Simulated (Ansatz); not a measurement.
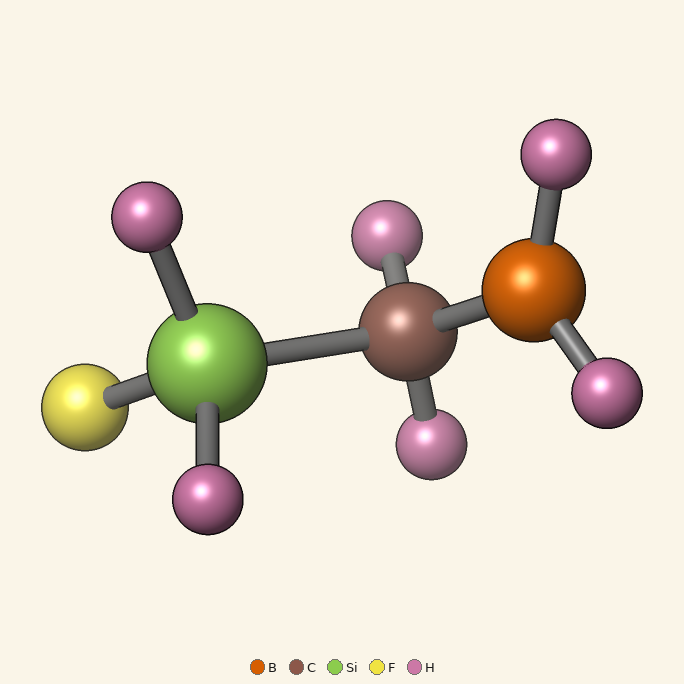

Computed geometry: PBE0-D4/def2-TZVP optimisation. Program: Ansatz 0.2.0.

At this fixed geometry, give HOMO energy (eV), dipole (D) at these levels: B3LYP-D4/def2-TZVPP; PBE-D4/def2-TZVPP; r2SCAN-D4/def2-TZVPP; ωB97M-V/def2-TZVPP.

| level | HOMO energy (eV) | dipole (D) |
| --- | --- | --- |
| B3LYP-D4/def2-TZVPP | −9.04 | 0.72 |
| PBE-D4/def2-TZVPP | −7.84 | 0.58 |
| r2SCAN-D4/def2-TZVPP | −8.18 | 0.66 |
| ωB97M-V/def2-TZVPP | −11.51 | 0.72 |
